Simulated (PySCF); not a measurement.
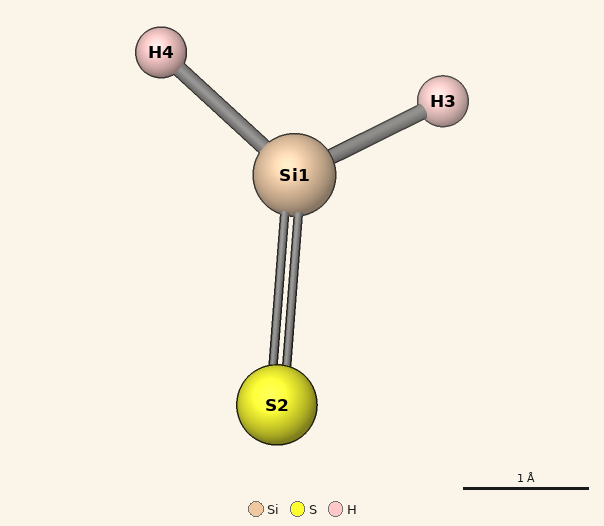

Orthographic view. Depth is shown by fading: the farther an atom, the more it takes the colour of the background. Computed geometry: GFN2-xTB optimisation. No frequency run is at hand to confirm it as a minimum.

Write a MOL file (V2000) with the atoms in numerical order, bonds sorted by atom number with the orders drawn, and coordinates in the frame of the picture: x right, y up, z towards the viewer, origin at the mean position.

```
H2SSi
                    3D

  4  3  0  0  0  0  0  0  0  0999 V2000
    0.0000    0.0700   -0.0200 Si  0  0  0  0  0  4  0  0  0  0  0  0
   -0.1400   -1.7800    0.6700 S   0  0  0  0  0  0  0  0  0  0  0  0
    1.2000    0.6600   -0.6100 H   0  0  0  0  0  0  0  0  0  0  0  0
   -1.0700    1.0500   -0.0400 H   0  0  0  0  0  0  0  0  0  0  0  0
  1  2  2  0
  1  3  1  0
  1  4  1  0
M  END
```
